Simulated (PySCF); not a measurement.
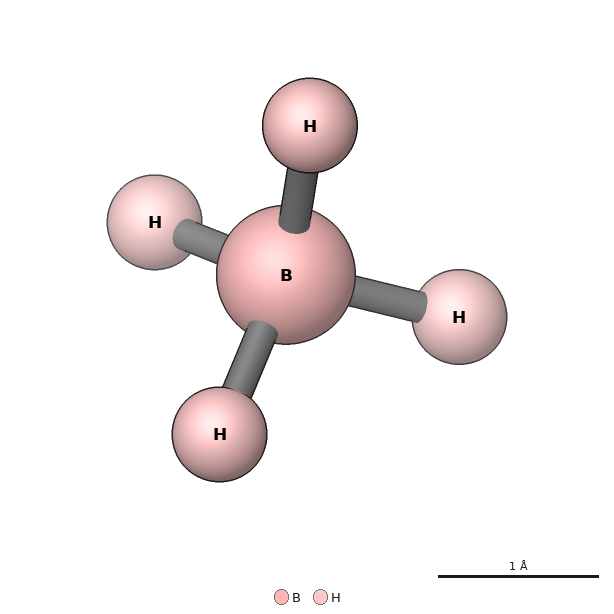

Distant atoms are faded towards the background colour. Charge −1, singlet. The geometry was computed by an optimisation with PBE0-D3(BJ)/def2-TZVP. No frequency run is at hand to confirm it as a minimum. Masses are those of the most abundant isotopes; constants are for the rigid equilibrium geometry.

Classify the rotor and give the rotational constants (GHz).

Answer. A spherical top (Td): A = B = C = 123 GHz.
